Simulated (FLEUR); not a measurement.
# Magnetic state of TiCo from several starts

Aim: find out whether TiCo carries moments, and which collinear order costs least.

Main program and level: FLEUR MaX-R8.1; PBE; all-electron FLAPW, Dirac cores, scalar-relativistic bands.

## Step 1: The structure

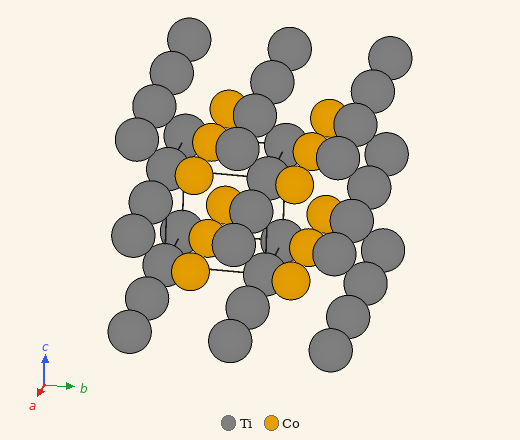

The cell as given, slightly off an axis (titanium grey, cobalt orange). 3×2×2 cells are drawn. Some periodic images of atoms are drawn too.

The cell comes from a database of computed structures and need not be the stable phase.

## Step 2: Order 1, typed as ferro +

The parallel start is the test of whether parallel moments hold.

inpgen writes inp.xml from crystal.txt; cutoffs, mixing, functional, smearing and local orbitals are then set in the file. The k list default-1 (kpts.xml, not shown) is a Γ-centred 10×10×10 mesh; where the ranks do not divide the number of points, some are split in two of half the weight.

Input file inp.xml:

```
<?xml version="1.0" encoding="UTF-8" standalone="no"?>
<fleurInput fleurInputVersion="0.39">
   <comment>
      TiCo
   </comment>
   <calculationSetup>
      <cutoffs Kmax="3.6" Gmax="10.8" GmaxXC="10.8" numbands="0"/>
      <scfLoop itmax="90" minDistance="0.00002" maxIterBroyd="15" imix="Anderson" alpha="0.05" precondParam="0.0" spinf="2.0" sdNocoIR="T"/>
      <coreElectrons ctail="T" frcor="F" kcrel="0" coretail_lmax="0"/>
      <xcFunctional name="pbe" relativisticCorrections="F"/>
      <magnetism jspins="2"/>
      <soc l_soc="F" theta="0.0" phi="0.0" spav="F"/>
      <expertModes spex="0" secvar="F"/>
      <geometryOptimization l_f="F" forcealpha="1.0" forcemix="BFGS" epsdisp="0.00001" epsforce="0.00001"/>
      <ldaU l_linMix="F" mixParam="0.05" spinf="1.0"/>
   </calculationSetup>
   <cell>
      <bzIntegration valenceElectrons="29.0" mode="hist" fermiSmearingEnergy="0.00110248">
         <kPointListSelection listName="default-1"/>
         <xi:include xmlns:xi="http://www.w3.org/2001/XInclude" href="kpts.xml"> </xi:include>
      </bzIntegration>
      <xi:include xmlns:xi="http://www.w3.org/2001/XInclude" href="sym.xml"> </xi:include>
      <bulkLattice scale="1.0">
         <bravaisMatrix>
            <row-1>    5.6429319487581688     0.0000000000000000     0.0000000000000000</row-1>
            <row-2>    0.0000000000000000     5.6429319487581688     0.0000000000000000</row-2>
            <row-3>    0.0000000000000000     0.0000000000000000     5.6429319487581688</row-3>
         </bravaisMatrix>
      </bulkLattice>
   </cell>
   <atomSpecies>
      <species name="Titanium (Ti)" element="Ti" atomicNumber="22">
         <mtSphere radius="2.38" gridPoints="787" logIncrement="0.015"/>
         <atomicCutoffs lmax="8" lnonsphr="6"/>
         <electronConfig flipSpins="F">
            <coreConfig>(1s1/2) (2s1/2) (2p1/2) (2p3/2)</coreConfig>
            <valenceConfig>(3s1/2) (3p1/2) (3p3/2) (4s1/2) (3d3/2) (3d5/2)</valenceConfig>
            <stateOccupation state="(3d3/2)" spinUp="0.400000" spinDown="0.400000"/>
            <stateOccupation state="(3d5/2)" spinUp="0.600000" spinDown="0.600000"/>
         </electronConfig>
         <energyParameters s="4" p="4" d="3" f="4"/>
         <lo type="SCLO" l="0" n="3" eDeriv="0"/>
         <lo type="SCLO" l="1" n="3" eDeriv="0"/>
      </species>
      <species name="Cobalt (Co2.000" element="Co" atomicNumber="27">
         <mtSphere radius="2.38" gridPoints="787" logIncrement="0.016"/>
         <atomicCutoffs lmax="8" lnonsphr="6"/>
         <electronConfig flipSpins="F">
            <coreConfig>(1s1/2) (2s1/2) (2p1/2) (2p3/2)</coreConfig>
            <valenceConfig>(3s1/2) (3p1/2) (3p3/2) (4s1/2) (3d3/2) (3d5/2)</valenceConfig>
            <stateOccupation state="(3d3/2)" spinUp="1.5" spinDown="1.3"/>
            <stateOccupation state="(3d5/2)" spinUp="3.0" spinDown="1.2"/>
         </electronConfig>
         <energyParameters s="4" p="4" d="3" f="4"/>
         <lo type="SCLO" l="0" n="3" eDeriv="0"/>
         <lo type="SCLO" l="1" n="3" eDeriv="0"/>
      </species>
   </atomSpecies>
   <atomGroups>
      <atomGroup species="Titanium (Ti)">
         <relPos label="                   1">.0000000000 .0000000000 .0000000000</relPos>
         <force calculate="T" relaxXYZ="TTT"/>
      </atomGroup>
      <atomGroup species="Cobalt (Co2.000">
         <relPos label="                   2">1.000/2.000 1.000/2.000 1.000/2.000</relPos>
         <force calculate="T" relaxXYZ="TTT"/>
      </atomGroup>
   </atomGroups>
   <output dos="F" band="F" slice="F">
      <bandDOS minEnergy="-.5*Htr" maxEnergy="0.5*Htr" sigma="0.015" storeEVData="T"/>
      <plotting iplot="0" polar="F">
         <plot TwoD="T" vec1="  1.0  0.0  0.0" vec2="  0.0  1.0  0.0" vec3="  0.0  0.0  1.0" zero="  0.0  0.0  0.0" file="plot"/>
      </plotting>
      <moessbauerParams electricFieldGradient="F" isomerShift="F" coreHyperfine="F" valenceHyperfine="F"/>
   </output>
</fleurInput>
```

Input file crystal.txt:

```
TiCo
&input film=F cartesian=F /
2.98611099000  0.00000000000  0.00000000000
0.00000000000  2.98611099000  0.00000000000
0.00000000000  0.00000000000  2.98611099000
1.8897261246
1.0 1.0 1.0

2
22 0.00000000000  0.00000000000  0.00000000000
27 0.50000000000  0.50000000000  0.50000000000 : 2.000

&kpt div1=10 div2=10 div3=10 gamma=T /
```

Started as:

```sh
$ OMP_NUM_THREADS=1 inpgen -f crystal.txt > inpgen.log  # inp.xml is then edited as shown
$ OMP_NUM_THREADS=1 mpirun -n 4 fleur_MPI > fleur.log
```

The program printed:

```text
Welcome to FLEUR        (www.flapw.de)
      MaX-Release 8.1          (www.max-centre.eu)

 ========== k-point set info ==========
 Selected k-point list: default-1
 k-point list type: mesh
 10 x 10 x 10
 Number of k points: 56

 ------------Calculation Setup---------------------------
 Number of MPI-tasks      :            4
 Number of PE/node        :            4
 Number of OMP-threads    :            1
 k-points in parallel     :            4
 pe's per k-point         :            1
 No of k-point loops      :           14
 Eigenvalue solver        :       lapack
 Number of basis functions:          162
 Approximate size of matrices (H+S) per k-point:         0.000 GB
 --------------------------------------------------------
 Iteration:     1   Distance:      28.51698684 me/bohr^3
 Iteration:     2   Distance:      21.32488892 me/bohr^3
 Iteration:     3   Distance:      18.05884180 me/bohr^3
 Iteration:     4   Distance:      10.59158508 me/bohr^3
 Iteration:     5   Distance:       7.27052513 me/bohr^3
 Iteration:     6   Distance:       2.52563854 me/bohr^3
 Iteration:     7   Distance:       1.59477131 me/bohr^3
 Iteration:     8   Distance:       1.06945598 me/bohr^3
 Iteration:     9   Distance:       0.93538450 me/bohr^3
 Iteration:    10   Distance:       0.30685485 me/bohr^3
 Iteration:    11   Distance:       0.28252181 me/bohr^3
 Iteration:    12   Distance:       0.11011525 me/bohr^3
 Iteration:    13   Distance:       0.14048205 me/bohr^3
 Iteration:    14   Distance:       0.10292735 me/bohr^3
 Iteration:    15   Distance:       0.05143884 me/bohr^3
 Iteration:    16   Distance:       0.03563692 me/bohr^3
 Iteration:    17   Distance:       0.03328303 me/bohr^3
 Iteration:    18   Distance:       0.01104404 me/bohr^3
 Iteration:    19   Distance:       0.00423397 me/bohr^3
 Iteration:    20   Distance:       0.00382516 me/bohr^3
 Iteration:    21   Distance:       0.00271192 me/bohr^3
 Iteration:    22   Distance:       0.00166751 me/bohr^3
 Iteration:    23   Distance:       0.00161136 me/bohr^3
 Iteration:    24   Distance:       0.00083428 me/bohr^3
 Iteration:    25   Distance:       0.00025044 me/bohr^3
 Iteration:    26   Distance:       0.00005427 me/bohr^3
 Iteration:    27   Distance:       0.00002425 me/bohr^3
 Iteration:    28   Distance:       0.00000470 me/bohr^3

 ********************************************************************
 Run finished successfully
 Stop message:
   all done
 ********************************************************************

--- out.xml (last complete iteration) ---
<iteration numberForCurrentRun="   28" overallNumber="   28">
         <energyParameters units="Htr">
            <atomicEP atomType="1" spin="1" branch="4s" branchLowest="-1.70" branchHighest="2.29" value="0.2246122253"/>
            <atomicEP atomType="1" spin="1" branch="4p" branchLowest="-0.80" branchHighest="2.79" value="0.3343649850"/>
            <atomicEP atomType="1" spin="1" branch="3d" branchLowest="-9.99" branchHighest="0.61" value="0.3530445953"/>
            <atomicEP atomType="1" spin="1" branch="4f" branchLowest="-9.99" branchHighest="3.16" value="0.6173519225"/>
            <loAtomicEP atomType="1" spin="1" branch="3s" branchLowest="-19.17" branchHighest="-1.70" value="-1.7339084897"/>
            <loAtomicEP atomType="1" spin="1" branch="3p" branchLowest="-15.76" branchHighest="-0.80" value="-0.8619629802"/>
            <atomicEP atomType="2" spin="1" branch="4s" branchLowest="-3.15" branchHighest="1.59" value="0.2071468071"/>
            <atomicEP atomType="2" spin="1" branch="4p" branchLowest="-1.80" branchHighest="2.15" value="0.3448060505"/>
            <atomicEP atomType="2" spin="1" branch="3d" branchLowest="-9.99" branchHighest="0.38" value="0.2784944331"/>
            <atomicEP atomType="2" spin="1" branch="4f" branchLowest="-9.99" branchHighest="3.39" value="0.6625565041"/>
            <loAtomicEP atomType="2" spin="1" branch="3s" branchLowest="-32.42" branchHighest="-3.15" value="-3.1563021898"/>
            <loAtomicEP atomType="2" spin="1" branch="3p" branchLowest="-27.67" branchHighest="-1.80" value="-1.8071606424"/>
            <atomicEP atomType="1" spin="2" branch="4s" branchLowest="-1.70" branchHighest="2.29" value="0.2174685615"/>
            <atomicEP atomType="1" spin="2" branch="4p" branchLowest="-0.80" branchHighest="2.79" value="0.3268881250"/>
            <atomicEP atomType="1" spin="2" branch="3d" branchLowest="-9.99" branchHighest="0.61" value="0.3488527050"/>
            <atomicEP atomType="1" spin="2" branch="4f" branchLowest="-9.99" branchHighest="3.16" value="0.6095679500"/>
            <loAtomicEP atomType="1" spin="2" branch="3s" branchLowest="-19.17" branchHighest="-1.70" value="-1.7349863533"/>
            <loAtomicEP atomType="1" spin="2" branch="3p" branchLowest="-15.76" branchHighest="-0.80" value="-0.8631532121"/>
            <atomicEP atomType="2" spin="2" branch="4s" branchLowest="-3.11" branchHighest="1.61" value="0.2088124779"/>
            <atomicEP atomType="2" spin="2" branch="4p" branchLowest="-1.75" branchHighest="2.17" value="0.3439486381"/>
            <atomicEP atomType="2" spin="2" branch="3d" branchLowest="-9.99" branchHighest="0.42" value="0.3098402971"/>
            <atomicEP atomType="2" spin="2" branch="4f" branchLowest="-9.99" branchHighest="3.42" value="0.6598466372"/>
            <loAtomicEP atomType="2" spin="2" branch="3s" branchLowest="-32.40" branchHighest="-3.11" value="-3.1140840197"/>
            <loAtomicEP atomType="2" spin="2" branch="3p" branchLowest="-27.65" branchHighest="-1.75" value="-1.7659917892"/>
         </energyParameters>
         <bandgap value="0.0052650826" units="eV"/>
         <sumValenceSingleParticleEnergies value="-22.1031259072" units="Htr"/>
         <FermiEnergy value="0.3644285227" units="Htr"/>
         <valenceDensity>
            <mtCharges spin="1">
               <mtCharge atomType="1" total="5.1685411" s="1.1304444" p="3.0997369" d="0.9214717" f="0.0132976"/>
               <mtCharge atomType="2" total="8.6487769" s="1.2809626" p="3.2224701" d="4.1347370" f="0.0080868"/>
            </mtCharges>
            <mtCharges spin="2">
               <mtCharge atomType="1" total="5.2203806" s="1.1332054" p="3.1129799" d="0.9570179" f="0.0141323"/>
               <mtCharge atomType="2" total="7.6712636" s="1.2504577" p="3.2275581" d="3.1821816" f="0.0085985"/>
            </mtCharges>
            <spinDependentCharge spin="1" total="14.9313904" interstitial="1.1140724" mtSpheres="13.8173180"/>
            <spinDependentCharge spin="2" total="14.0686096" interstitial="1.1769655" mtSpheres="12.8916441"/>
            <totalCharge value="29.0000000000"/>
         </valenceDensity>
         <coreStates atomType="     1" atomicNumber=" 22" spin="1" kinEnergy="    396.5939292112" eigValSum="   -244.7767639969" lostElectrons=" 0.000000">
            <state n="1" l="0" j="0.5" energy="-178.3266384551" weight="1.0000000000"/>
            <state n="2" l="0" j="0.5" energy="-19.1675827561" weight="1.0000000000"/>
            <state n="2" l="1" j="0.5" energy="-15.9022255913" weight="1.0000000000"/>
            <state n="2" l="1" j="1.5" energy="-15.6901585972" weight="2.0000000000"/>
         </coreStates>
         <coreStates atomType="     1" atomicNumber=" 22" spin="2" kinEnergy="    396.5922228814" eigValSum="   -244.7778729953" lostElectrons=" 0.000000">
            <state n="1" l="0" j="0.5" energy="-178.3267517446" weight="1.0000000000"/>
            <state n="2" l="0" j="0.5" energy="-19.1678280734" weight="1.0000000000"/>
            <state n="2" l="1" j="0.5" energy="-15.9024744579" weight="1.0000000000"/>
            <state n="2" l="1" j="1.5" energy="-15.6904093597" weight="2.0000000000"/>
         </coreStates>
         <coreStates atomType="     2" atomicNumber=" 27" spin="1" kinEnergy="    624.8373264801" eigValSum="   -393.7990829960" lostElectrons=" 0.000000">
            <state n="1" l="0" j="0.5" energy="-278.3599258357" weight="1.0000000000"/>
            <state n="2" l="0" j="0.5" energy="-32.4167423922" weight="1.0000000000"/>
            <state n="2" l="1" j="0.5" energy="-28.0371788347" weight="1.0000000000"/>
            <state n="2" l="1" j="1.5" energy="-27.4926179667" weight="2.0000000000"/>
         </coreStates>
         <coreStates atomType="     2" atomicNumber=" 27" spin="2" kinEnergy="    625.0350905372" eigValSum="   -393.7342216611" lostElectrons=" 0.000000">
            <state n="1" l="0" j="0.5" energy="-278.3598948556" weight="1.0000000000"/>
            <state n="2" l="0" j="0.5" energy="-32.3968924966" weight="1.0000000000"/>
            <state n="2" l="1" j="0.5" energy="-28.0224924350" weight="1.0000000000"/>
            <state n="2" l="1" j="1.5" energy="-27.4774709369" weight="2.0000000000"/>
         </coreStates>
         <allElectronCharges>
            <spinDependentCharge spin="1" total="24.9313904" interstitial="1.1140724" mtSpheres="23.8173180"/>
            <spinDependentCharge spin="2" total="24.0686096" interstitial="1.1769655" mtSpheres="22.8916441"/>
            <totalCharge value="48.9999999995"/>
         </allElectronCharges>
         <magneticMomentsInMTSpheres units="muBohr">
            <globalMagMoment atomType="1" vec="0.00000   0.00000  -0.05184"/>
            <localMagMoment atomType="1" vec="0.00000   0.00000  -0.05184"/>
            <globalMagMoment atomType="2" vec="0.00000   0.00000   0.97751"/>
            <localMagMoment atomType="2" vec="0.00000   0.00000   0.97751"/>
         </magneticMomentsInMTSpheres>
         <moessbauerParams unitsHFF="kG" unitsIS="e/bohr^3" unitsEFG="Htr/bohr^2">
         </moessbauerParams>
         <totalEnergy value="    -2247.3233981474" units="Htr">
            <sumOfEigenvalues value="    -1299.1910675566">
               <coreElectrons value="-1277.0879416494"/>
               <valenceElectrons value="-22.1031259072"/>
            </sumOfEigenvalues>
            <densityCoulombPotentialIntegral value="-3443.1997096455"/>
            <densityEffectivePotentialIntegral value="-3575.3913790105"/>
            <chargeDenXCDenIntegral value="-101.8931525357"/>
            <FockExchangeEnergyValence value="0.0000000000"/>
            <FockExchangeEnergyCore value="0.0000000000"/>
            <atomTypeDependentContributions atomType="1">
               <electronNucleiInteractionDifferentMTs value="1010.9570130576"/>
               <MadelungTerm value="-10.5512707241"/>
            </atomTypeDependentContributions>
            <atomTypeDependentContributions atomType="2">
               <electronNucleiInteractionDifferentMTs value="1670.0145837447"/>
               <MadelungTerm value="-8.5078347164"/>
            </atomTypeDependentContributions>
            <tkbTimesEntropy value="0.0001435499"/>
            <freeEnergy value="-2247.3235416973"/>
            <extrapolationTo0K value="-2247.3234699223"/>
         </totalEnergy>
         <densityConvergence units="me/bohr^3">
            <chargeDensity spin="1" distance="0.0000020124"/>
            <chargeDensity spin="2" distance="0.0000028558"/>
            <overallChargeDensity distance="0.0000015271"/>
            <spinDensity distance="0.0000046988"/>
         </densityConvergence>
      </iteration>
```

The job ended after 15 s (4 MPI ranks of Arm Neoverse V1, shared host; peak memory 0.17 GiB).

Spin moment in the muffin-tin sphere by atom:

```
atom  spin moment in the muffin-tin sphere (μB)
 Ti1                                     -0.052
 Co2                                      0.978
```

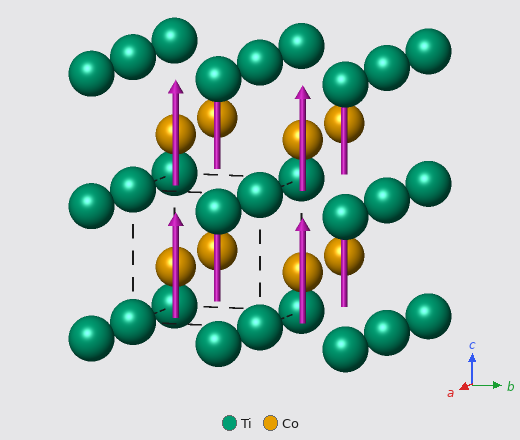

Spin moment in the muffin-tin sphere as arrows, the longest 0.978 μB. Up and down stand for the sign. Arrows give size and sign along the axis of quantisation, drawn up and down the page. 2×2×2 cells are drawn. Some periodic images of atoms are drawn too.

This step gave:

- free energy: -61152.7889 eV
- program's band gap on this mesh (in a metal only a level spacing): 0.005265 eV
- magnetization: 0.8628 μB
- final state: ferromagnetic, with opposed induced moments

After 28 cycles the largest moment stands at 0.978 μB.

[end of part 1 of 3]

[Logs and program files are shortened in this print: banners, set-up blocks, solver, clock and traceback lines can be left out without a mark of their own.]

[Logs are printed without paths, hosts, clocks, repeated set-up lines and the standing remarks that a program may print on its own settings, such as how far it seeks lower states.]

[Hosts, paths, dates, database ids (printed as entryN), source tags and the programs' standing remarks are cut or masked in the printed files.]

[Where a cell is said to come from a database of computed structures, the database is the Materials Project.]
